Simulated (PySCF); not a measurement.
**C$_{6}$H$_{9}$NOSi (SMILES N#C/C=C/[SiH2]OC1CC1): density, localisation and related maps**

```xyz
18

N     4.6119    1.3717    1.3618
C     3.8452    0.6007    0.9946
C     2.8899   -0.3313    0.5463
C     1.7038    0.0366    0.0545
Si    0.4002   -1.1805   -0.5787
O    -0.8559   -0.4171   -1.2484
C    -1.8768    0.3685   -0.7647
C    -1.7977    1.0413    0.5699
C    -2.7464   -0.1048    0.3594
H     3.1744   -1.3725    0.6277
H     1.4980    1.1012   -0.0009
H     0.8783   -1.9157   -1.7398
H     0.0347   -2.0404    0.5550
H    -2.3459    0.9071   -1.5819
H    -0.9206    0.8594    1.1714
H    -2.1993    2.0379    0.6668
H    -2.4974   -1.0520    0.8112
H    -3.8050    0.0964    0.3101
```

Geometry: GFN2-xTB.

All numbers below come from PBE0/pcSseg-1, SCF density, gas phase, non-relativistic (PySCF).

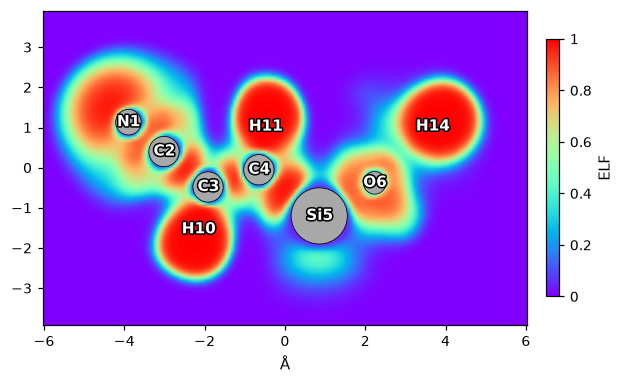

Figure 1. ELF on the plane of atoms C2, C3 and H10. Grey discs cover the atomic cores.

**Interpret the plot.**

The plane passes through N, C, Si, O and H nuclei. C–N (1.15 Å): the ELF peaks at about 0.85 between the atoms; a short, multiple covalent bond. C–C (1.34 Å): the ELF peaks at about 0.95 between the atoms; a multiple bond. Si–O (1.62 Å): the ELF peaks at about 0.85 between the atoms; a polar covalent bond. C–Si (1.89 Å): the ELF peaks at about 1 between the atoms, as expected for a covalent bond. C–H (1.08 Å): the ELF climbs to about 1 towards the hydrogen, as it does in any bond to H (an ordinary covalent bond to hydrogen). The ELF also peaks beside N1, away from the bonds: lone-pair regions.

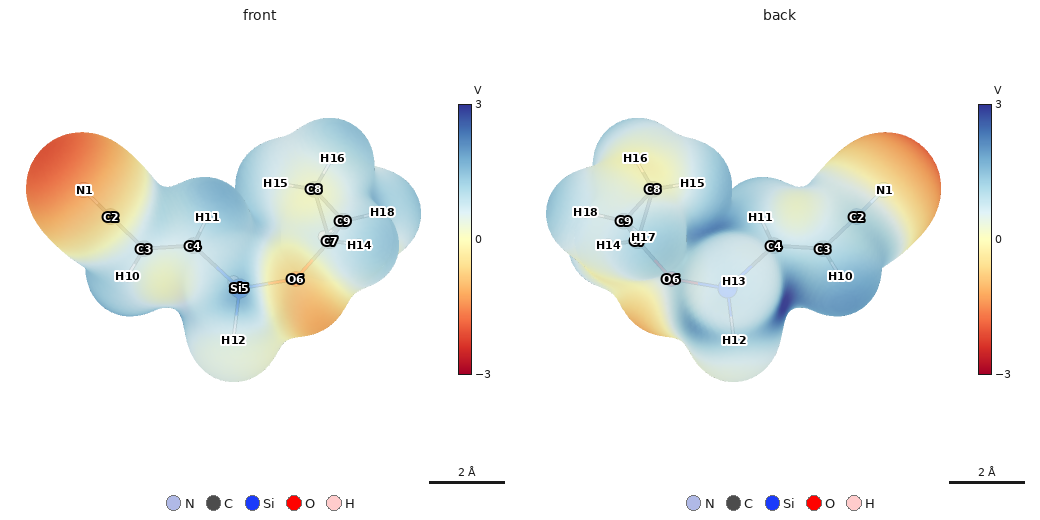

Figure 2. The electrostatic potential painted on the density surface at 0.004 e/bohr³, seen from the front and from behind; red is negative and blue positive.

**Which sites attract a positive test charge, and which a negative one?**

A positive charge is drawn to the negative regions and a negative charge to the positive ones. The most negative region (about −2.0 V, or −46 kcal/mol for a unit charge) lies over N1, the most positive (about +2.6 V, or +60 kcal/mol for a unit charge) over Si5. N1 is the likeliest acceptor of a hydrogen bond.

**What dipole moment does the calculation give?**

Its dipole moment is 4.00 D.
